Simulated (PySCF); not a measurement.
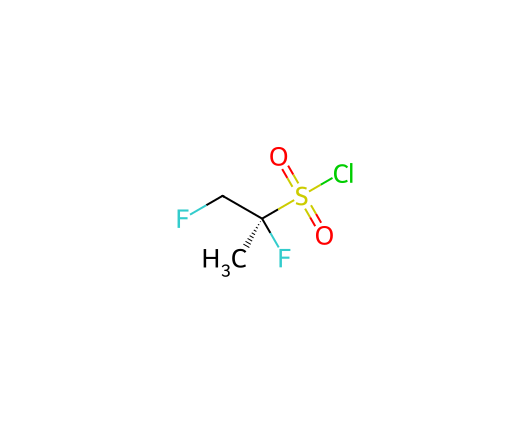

The computed structure is the end point of a GFN2-xTB optimisation. No frequency run is at hand to confirm it as a minimum. Level of theory: PBE0/pcSseg-1, gas phase (PySCF 2.14.0).

### Estimate the dipole moment.

4.25 D.

### Estimate the HOMO–LUMO gap.

7.61 eV.

### Estimate the HOMO energy (Kohn–Sham orbital).

−9.21 eV.
